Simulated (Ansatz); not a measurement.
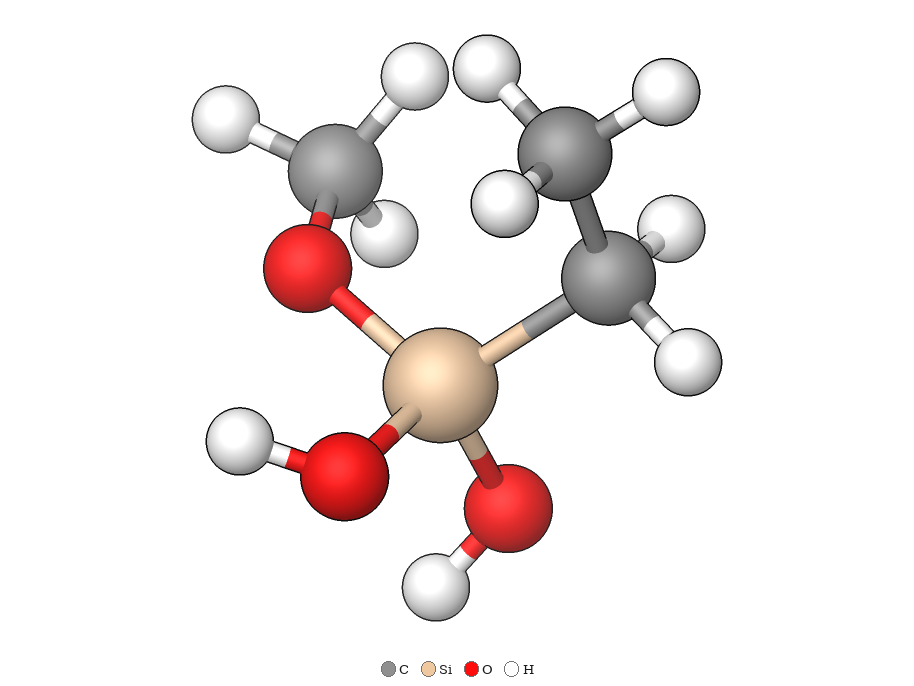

Computed geometry: PBE-D4/def2-SVP optimisation. No frequency run is at hand to confirm it as a minimum.

Draw it as a skeletal formula.

SMILES: CC[Si](O)(O)OC

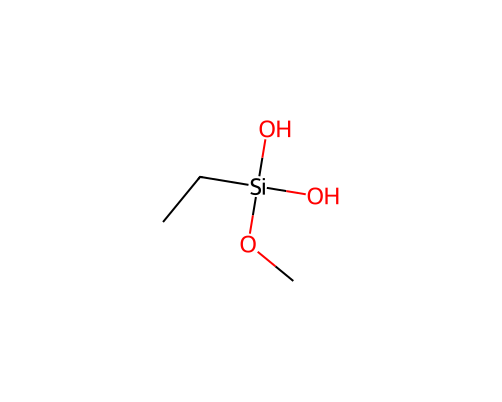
